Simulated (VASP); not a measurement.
Band structure of CaNi5 (space group P6/mmm). Method: PBEsol GGA, VASP's PBE PAW potentials (set 64) (plane waves; VASP).

The run has a spin-polarised start.

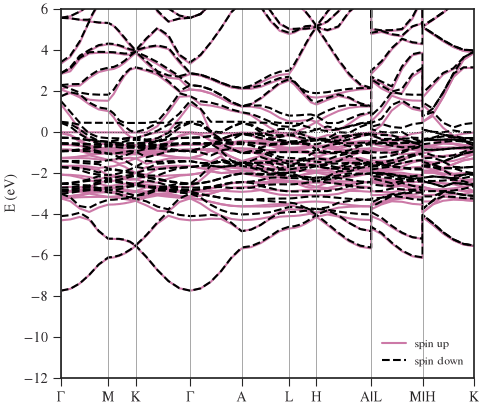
Figure. Bands along high-symmetry lines, zero at the valence-band maximum or, without a gap, the Fermi level

### Question
Read the plot: is there a gap, and where are the band edges?

### Answer
It has no gap at this level: it comes out as a metal or semimetal.

The structure comes from a computed database's CaNi5 entry (P6/mmm); how it stands against other phases isn't given here. The cell was not relaxed at this level.
